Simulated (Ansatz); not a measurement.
# Al₂H (doublet): one geometry, many settings at scale of all distances = 0.870

What do other methods and options give for Al₂H (doublet) at this geometry, and how long do they take?

The runs use Ansatz 0.2.0, Gaussian basis; the settings change from run to run.

20 further runs of the same task are left out: 1 for a known fault of the program, 1 for a mislabelled method, 15 that didn't finish, 3 set aside as unsound or not needed.

### Step 1. The geometry

The geometry derives from a PBE0/def2-TZVP stationary point (not a proven minimum). All distances are scaled together.

3 atoms, charge 0, spin multiplicity 2.

Atoms are counted from 1 here; the program's logs count them from 0.

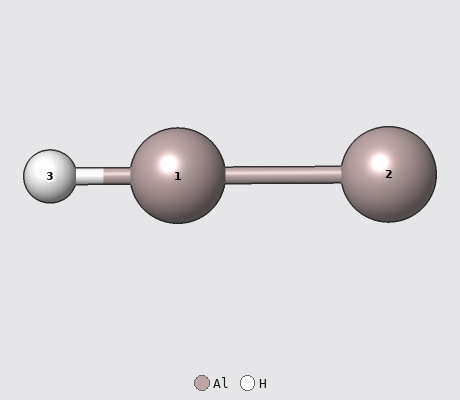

The structure; aluminium light grey, hydrogen white; atoms are numbered from 1 in the order of the file.

### Step 2. CASSCF(3,5)/6-31G

in.yaml reads:

```yaml
crystal:
  periodic: [false, false, false]
  atoms:
    - {symbol: Al, position_ang: [0.000000, 0.000000, 0.306735]}
    - {symbol: Al, position_ang: [0.000000, 0.000000, -2.022201]}
    - {symbol: H, position_ang: [0.000000, 0.000000, 1.715465]}
basis:
  gaussian: {orbitals: 6-31G}
magnetization: {spin_polarized: false, initial_magnetization: 1}
correlation: {active_space: {window: {electrons: 3, orbitals: 5}, states: [{multiplicity: 2, weights: [0.5, 1, 1, 0.5]}], root: 3}}
scf: {lower_state_search: light}
```

The run is started by

```sh
$ ansatz run in.yaml --threads 1 --pin off --events-out ev --progress --plain --max-ram 2393MiB
```

What it wrote:

```text
Functional definition: HF
  name "HF"
  cite "Fock, Z. Phys. 61, 126 (1930) doi:10.1007/BF01340294"
  parent pbe
  exchange = exact_x
  correlation = 0
536 factors; integrals over basis functions are off by at most 7.9e-8 eV
mean field evaluation 1: about -13176.9458 eV, gradient 6.5e0 eV
mean field evaluation 2: about -13176.9506 eV, gradient 6.5e0 eV
mean field evaluation 4: about -13177.3605 eV, gradient 6.9e-1 eV
mean field evaluation 8: about -13177.3779 eV, gradient 1.3e-3 eV
mean field evaluation 16: about -13174.5106 eV, gradient 4.5e-4 eV
mean field evaluation 32: about -13176.3931 eV, gradient 2.1e-2 eV
mean field evaluation 64: about -13177.3748 eV, gradient 3.4e-1 eV
mean field evaluation 96: about -13177.3727 eV, gradient 3.3e-1 eV
mean field -13177.37786819 eV, -484.2597047083 hartree, gradient 5.9e-6 eV, S^2 0.750000; 9 other end points of the search recorded, 0 dependent functions left out
reference -13177.37786819 eV, -484.2597047083 hartree; 14, 13 occupied and 14, 15 virtual orbitals, 536 factors
state -13177.72777572 eV, -484.2725635729 hartree
state -13177.72777572 eV, -484.2725635729 hartree
state -13177.04346355 eV, -484.2474155644 hartree
state -13177.04346355 eV, -484.2474155644 hartree
an earlier search ended where averaged states of different weights were degenerate, so these states were given the mean of their weights and the orbitals were optimised with it
Total energy: -13177.04346355 eV, -484.2474155644 hartree
```

Run time: 1.1 s. Hardware: 1 thread of Arm Neoverse V1, shared host.

From the report: 50 determinants; active occupations (of the averaged states) 1.44, 0.71, 0.71, 0.07, 0.07.

### Step 3. CISD/cc-pVDZ

in.yaml reads:

```yaml
crystal:
  periodic: [false, false, false]
  atoms:
    - {symbol: Al, position_ang: [0.000000, 0.000000, 0.306735]}
    - {symbol: Al, position_ang: [0.000000, 0.000000, -2.022201]}
    - {symbol: H, position_ang: [0.000000, 0.000000, 1.715465]}
basis:
  gaussian: {orbitals: cc-pVDZ}
magnetization: {spin_polarized: false, initial_magnetization: 1}
correlation: {active_space: {ras: {orbitals: [3, 1, 27], electrons: 7, max_holes: 2, max_particles: 2}, fixed_orbitals: true}}
accuracy: high
output: {forces: true}
```

The command is unchanged.

What it wrote, shortened:

```text
Functional definition: HF
  name "HF"
  cite "Fock, Z. Phys. 61, 126 (1930) doi:10.1007/BF01340294"
  parent pbe
[...]
795 factors; integrals over basis functions are off by at most 3.3e-9 eV
[...]
mean field -13178.84417745 eV, -484.3135905800 hartree, gradient 2.1e-8 eV, S^2 0.750000; 11 other end points of the search recorded, 0 dependent functions left out
reference -13178.84417745 eV, -484.3135905800 hartree; 14, 13 occupied and 27, 28 virtual orbitals, 795 factors
state -13182.12252409 eV, -484.4340675968 hartree
[...]
Total energy: -13182.12252409 eV, -484.4340675968 hartree
Atom 0 at     0.000000     0.000000     0.306735 Å, force    -0.000000     0.000000    -0.496268 eV/Å
Atom 1 at     0.000000     0.000000    -2.022201 Å, force    -0.000000    -0.000000    -3.236927 eV/Å
Atom 2 at     0.000000     0.000000     1.715465 Å, force     0.000000     0.000000     3.733196 eV/Å
Dipole moment:    -0.000000     0.000000     0.380849 e Å
```

Run time: 2.8 s. Hardware: 1 thread of Arm Neoverse V1, shared host.

From the report: 5,302 determinants.

### Step 4. CCSDT(Q) on UHF/6-31G

in.yaml reads:

```yaml
crystal:
  periodic: [false, false, false]
  atoms:
    - {symbol: Al, position_ang: [0.000000, 0.000000, 0.306735]}
    - {symbol: Al, position_ang: [0.000000, 0.000000, -2.022201]}
    - {symbol: H, position_ang: [0.000000, 0.000000, 1.715465]}
basis:
  gaussian: {orbitals: 6-31G}
magnetization: {spin_polarized: true, initial_magnetization: 1}
hamiltonian: {pseudopotentials: {relativity: scalar}}
correlation: {method: ccsdt_q, electrons: valence}
```

Launched as before.

What it wrote, shortened:

```text
Functional definition: HF
  name "HF"
  cite "Fock, Z. Phys. 61, 126 (1930) doi:10.1007/BF01340294"
  parent pbe
[...]
536 factors; integrals over basis functions are off by at most 7.9e-8 eV
[...]
mean field -13199.18455192 eV, -485.0610855543 hartree, gradient 3.1e-6 eV, S^2 1.391694; 24 other end points of the search recorded, 0 dependent functions left out
determinant -13199.18455192 eV, -485.0610855543 hartree, with singles and doubles -13201.02235698 eV, -485.1286236447 hartree
determinant -13198.71378959 eV, -485.0437853578 hartree, with singles and doubles -13200.67451006 eV, -485.1158405062 hartree
determinant -13198.59745158 eV, -485.0395100148 hartree, with singles and doubles -13200.68052928 eV, -485.1160617084 hartree
determinant -13198.26889191 eV, -485.0274356697 hartree, with singles and doubles -13200.15397178 eV, -485.0967110771 hartree
[...]
determinant -13198.59745158 eV, -485.0395100148 hartree, with singles and doubles -13200.75553871 eV, -485.1188182541 hartree
determinant -13198.99718393 eV, -485.0541999078 hartree, with singles and doubles -13201.03482322 eV, -485.1290817706 hartree
determinant -13198.99718393 eV, -485.0541999078 hartree, with singles and doubles -13201.03460027 eV, -485.1290735773 hartree
10 core orbitals not correlated: weight in the atoms' cores, before any rotation towards them, 1.000 or more for the frozen orbitals, at most 0.000 for the correlated occupied ones
reference -13199.18455192 eV, -485.0610855543 hartree; 4, 3 occupied and 14, 15 virtual orbitals, 536 factors
second order -1.17914813 eV of doubles, -0.00000000 eV of singles
cycle   1  -1.53604102 eV  change   -3.6e-1 eV  update   7.6e-2
[...]
cycle  50  -1.91519321 eV  change    2.4e-7 eV  update   8.5e-7
perturbative correction -0.00451913 eV, -0.0001660749 hartree
Total energy: -13201.10426426 eV, -485.1316336816 hartree
Relativity: scalar
```

Run time: 6.5 s. Hardware: 1 thread of Arm Neoverse V1, shared host.

From the report: ⟨S²⟩ of the determinant 1.392 (pure doublet: 0.75); correlation -1.9197 eV; T1 0.156; largest double amplitude 0.17. The determinant is far from a pure spin state, so its energy mixes those of several spin states (harmless only where they are near-degenerate, as at dissociation).

### Step 5. NEVPT4(SD)(3,9)/6-31G

in.yaml reads:

```yaml
crystal:
  periodic: [false, false, false]
  atoms:
    - {symbol: Al, position_ang: [0.000000, 0.000000, 0.306735]}
    - {symbol: Al, position_ang: [0.000000, 0.000000, -2.022201]}
    - {symbol: H, position_ang: [0.000000, 0.000000, 1.715465]}
basis:
  gaussian: {orbitals: 6-31G}
magnetization: {spin_polarized: false, initial_magnetization: 1}
correlation: {method: fic_nevpt4_sd, electrons: outside_noble_gas, active_space: {window: {electrons: 3, orbitals: 9}, states: [{multiplicity: 2, weights: [1, 1, 0.5, 1]}]}}
```

The command is unchanged.

What it wrote, shortened:

```text
Functional definition: HF
  name "HF"
  cite "Fock, Z. Phys. 61, 126 (1930) doi:10.1007/BF01340294"
  parent pbe
[...]
536 factors; integrals over basis functions are off by at most 7.9e-8 eV
[...]
mean field -13177.37786819 eV, -484.2597047083 hartree, gradient 5.9e-6 eV, S^2 0.750000; 9 other end points of the search recorded, 0 dependent functions left out
reference -13177.37786819 eV, -484.2597047083 hartree; 14, 13 occupied and 14, 15 virtual orbitals, 536 factors
state -13178.06054755 eV, -484.2847927123 hartree
state -13178.06054755 eV, -484.2847927123 hartree
state -13177.24409676 eV, -484.2547886990 hartree
state -13177.24409676 eV, -484.2547886990 hartree
state -13178.06054755 eV, -484.2847927123 hartree; corrected -13179.43909417 eV, -484.3354533660 hartree
state -13178.06054755 eV, -484.2847927123 hartree; corrected -13179.43909417 eV, -484.3354533660 hartree
state -13177.24409676 eV, -484.2547886990 hartree; corrected -13178.65702347 eV, -484.3067127981 hartree
state -13177.24409676 eV, -484.2547886990 hartree; corrected -13178.65702347 eV, -484.3067127981 hartree
an earlier search ended where averaged states of different weights were degenerate, so these states were given the mean of their weights and the orbitals were optimised with it
Total energy: -13179.10392101 eV, -484.3231359798 hartree
```

It took 9 s on 1 thread of Arm Neoverse V1, shared host; peak memory 0.3 GiB.

From the report: 81 determinants; active occupations (of the averaged states) 1.49, 0.69, 0.69, 0.05, 0.05, 0.02, 0.00, 0.00, 0.00.

### Step 6. CCSD(T)/6-31G

in.yaml, as its differences from that of step 5:

```diff
@@ -9,2 +9,3 @@
 magnetization: {spin_polarized: false, initial_magnetization: 1}
-correlation: {method: fic_nevpt4_sd, electrons: outside_noble_gas, active_space: {window: {electrons: 3, orbitals: 9}, states: [{multiplicity: 2, weights: [1, 1, 0.5, 1]}]}}
+hamiltonian: {xc: {name: r2SCAN}}
+correlation: {method: ccsd_t, electrons: valence, diis_vectors: 1}
```

The command is unchanged.

What it wrote, shortened:

```text
Functional definition: r2SCAN
  name "r2SCAN"
  cite "Furness, Kaplan, Ning, Perdew & Sun, J. Phys. Chem. Lett. 11, 8208 (2020) doi:10.1021/acs.jpclett.0c02405"
  cite "Furness, Kaplan, Ning, Perdew & Sun, J. Phys. Chem. Lett. 11, 9248 (2020) doi:10.1021/acs.jpclett.0c03077"
  parent r2scan
[...]
308 factors; integrals over basis functions are off by at most 1.2e-4 eV
[...]
mean field -13203.82710495 eV, -485.2316962316 hartree, gradient 2.3e-6 eV, S^2 0.750000; 11 other end points of the search recorded, 0 dependent functions left out
[...]
unrestricted determinant -13177.59917580 eV, -484.2678376130 hartree, S^2 1.3986
10 core orbitals not correlated: weight in the atoms' cores, before any rotation towards them, 1.000 or more for the frozen orbitals, at most 0.000 for the correlated occupied ones
reference -13177.19645208 eV, -484.2530377895 hartree; 4, 3 occupied and 14, 15 virtual orbitals, 308 factors
second order -1.45778436 eV of doubles, -0.09640048 eV of singles
cycle   1  -1.94936391 eV  change   -4.0e-1 eV  update   7.5e-2
[...]
cycle  15  -2.18777833 eV  change    3.5e-6 eV  update   7.1e-6
perturbative correction -0.04654658 eV, -0.0017105552 hartree
Total energy: -13179.43077699 eV, -484.3351477155 hartree
```

Run time: 20 s. Hardware: 1 thread of Arm Neoverse V1, shared host.

From the report: correlation -2.2343 eV; T1 0.023; largest double amplitude 0.10. The orbitals are Kohn-Sham ones, so correlation energy and T1 don't compare with those on Hartree-Fock orbitals.

### Step 7. CCSDT(Q)/B/cc-pVDZ

in.yaml reads:

```yaml
crystal:
  periodic: [false, false, false]
  atoms:
    - {symbol: Al, position_ang: [0.000000, 0.000000, 0.306735]}
    - {symbol: Al, position_ang: [0.000000, 0.000000, -2.022201]}
    - {symbol: H, position_ang: [0.000000, 0.000000, 1.715465]}
basis:
  gaussian: {orbitals: cc-pVDZ}
magnetization: {spin_polarized: false, initial_magnetization: 1}
hamiltonian: {xc: {name: B3LYP}}
correlation: {method: ccsdt_q_b, electrons: outside_noble_gas, diis_vectors: 12}
output: {forces: true}
```

Same command.

What it wrote, shortened:

```text
Functional definition: B3LYP
  name "B3LYP"
  cite "Stephens, Devlin, Chabalowski & Frisch, J. Phys. Chem. 98, 11623 (1994) doi:10.1021/j100096a001"
  cite "Becke, Phys. Rev. A 38, 3098 (1988) doi:10.1103/PhysRevA.38.3098"
  cite "Lee, Yang & Parr, Phys. Rev. B 37, 785 (1988) doi:10.1103/PhysRevB.37.785"
  cite "Vosko, Wilk & Nusair, Can. J. Phys. 58, 1200 (1980) doi:10.1139/p80-159"
[...]
742 factors; integrals over basis functions are off by at most 1.8e-7 eV
[...]
mean field -13207.97105063 eV, -485.3839834263 hartree, gradient 2.4e-6 eV, S^2 0.750000; 4 other end points of the search recorded, 0 dependent functions left out
unrestricted determinant -13179.18033829 eV, -484.3259442628 hartree, S^2 1.5012
10 core orbitals not correlated: weight in the atoms' cores, before any rotation towards them, 1.000 or more for the frozen orbitals, at most 0.000 for the correlated occupied ones
reference -13178.60383070 eV, -484.3047579998 hartree; 4, 3 occupied and 27, 28 virtual orbitals, 742 factors
second order -2.70895900 eV of doubles, -0.14036405 eV of singles
cycle   1  -3.40741961 eV  change   -5.6e-1 eV  update   8.3e-2
[...]
cycle  18  -3.81465766 eV  change    3.7e-7 eV  update   4.1e-7
perturbative correction -0.00666436 eV, -0.0002449107 hartree
[...]
Total energy: -13182.42515272 eV, -484.4451889938 hartree
Atom 0 at     0.000000     0.000000     0.306735 Å, force     0.000000     0.000000    -0.527613 eV/Å
Atom 1 at     0.000000     0.000000    -2.022201 Å, force     0.000000     0.000000    -3.250965 eV/Å
Atom 2 at     0.000000     0.000000     1.715465 Å, force    -0.000000    -0.000000     3.778578 eV/Å
Dipole moment:    -0.000000    -0.000000     0.346603 e Å
```

It took 43 s on 1 thread of Arm Neoverse V1, shared host; peak memory 0.54 GiB.

From the report: correlation -3.8213 eV; T1 0.020; largest double amplitude 0.12. The orbitals are Kohn-Sham ones, so correlation energy and T1 don't compare with those on Hartree-Fock orbitals.

### Step 8. All runs side by side

Where basis and cores are those of an earlier FCI/6-31G run (-13179.5153 eV), and the state is the same kind, the miss against it is given.

```tsv
level	correlated	functions	energy (eV)	from FCI (meV)	time
CASSCF(3,5)/6-31G (excited root 3 of an average)		28	-13177.0435		1.1 s
CISD/cc-pVDZ	outside noble gas	41	-13182.1225		2.8 s
CCSDT(Q) on UHF/6-31G (relativity set)	valence	28	-13201.1043		6.5 s
NEVPT4(SD)(3,9)/6-31G (mean of several states)	outside noble gas	28	-13179.1039		9 s
CCSD(T)/6-31G (on r2SCAN orbitals)	valence	28	-13179.4308	84.5	20 s
CCSDT(Q)/B/cc-pVDZ (on B3LYP orbitals)	outside noble gas	41	-13182.4252		43 s
```

### Step 9. Outcome

| quantity | value |
| --- | --- |
| runs | 6 |
| quickest | CASSCF(3,5)/6-31G (excited root 3 of an average), 1.1 s |
| slowest | CCSDT(Q)/B/cc-pVDZ (on B3LYP orbitals), 43 s |

In words: Total energies in different bases, with other cores or another treatment of relativity can't be set against each other. CCSDT(Q)/B/cc-pVDZ (on B3LYP orbitals) took 37 times as long as CASSCF(3,5)/6-31G (excited root 3 of an average); the jobs differ in more than the method. Cores frozen from Kohn-Sham orbitals shift the total energy.
